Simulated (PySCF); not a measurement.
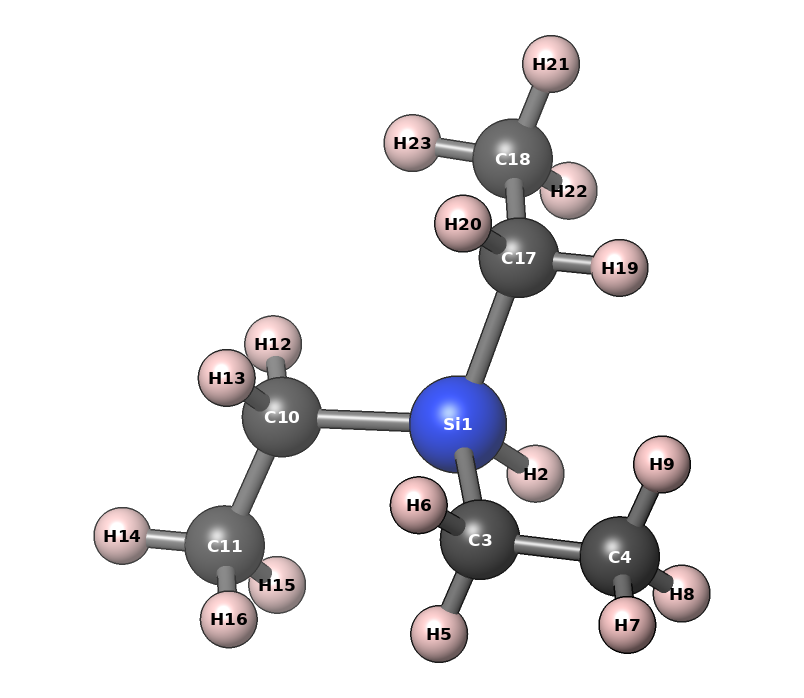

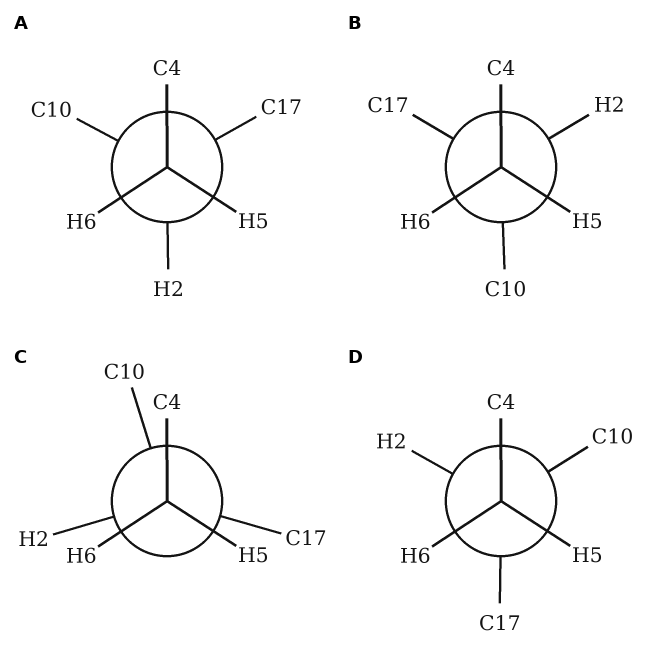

Atoms fade into the background with distance from the viewer. Bonds that would overlap in a projection are set slightly apart. The computed structure is the end point of a PBE0-D3(BJ)/def2-SVP optimisation. No frequency run is at hand to confirm it as a minimum.

Which Newman projection shows the view along C3–Si1, with C3 in front?

Answer. B. The torsion angle C4–C3–Si1–C10 is 178°, antiperiplanar (anti).
